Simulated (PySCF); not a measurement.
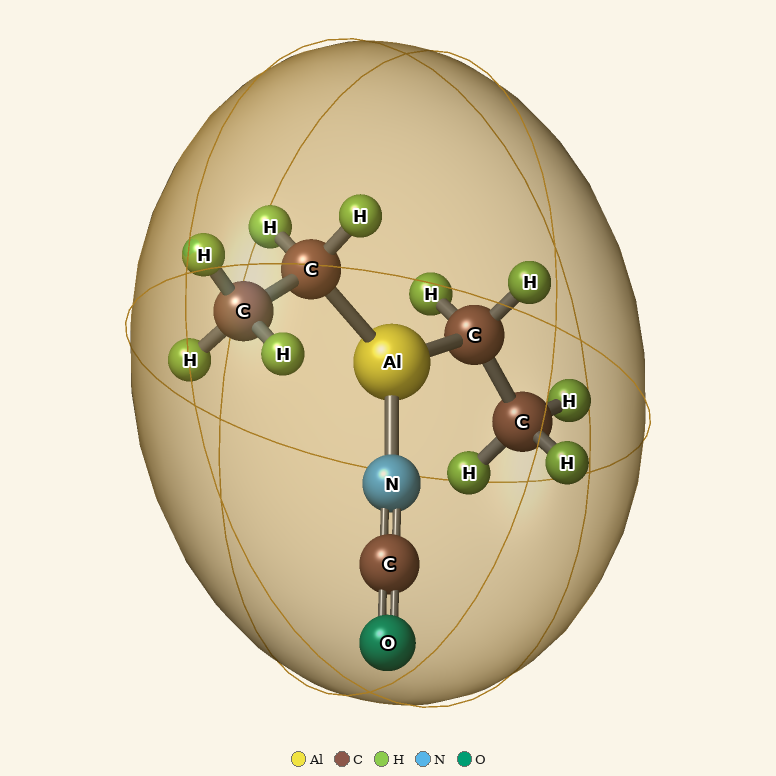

The ellipsoid shows the static dipole polarisability: its half-axes are proportional to the principal values. The computed structure is the end point of a PBE0-D3(BJ)/def2-SVP optimisation. No frequency run is at hand to confirm it as a minimum. Method: CAM-B3LYP/def2-SVPD (PySCF 2.14.0).

> How large and how anisotropic is the polarisability?

Principal values 71.4, 100.6, 111.6 bohr³; mean 94.5 bohr³ (14.01 Å³); anisotropy 36.0 bohr³, so the longest axis is 1.56 times the shortest.
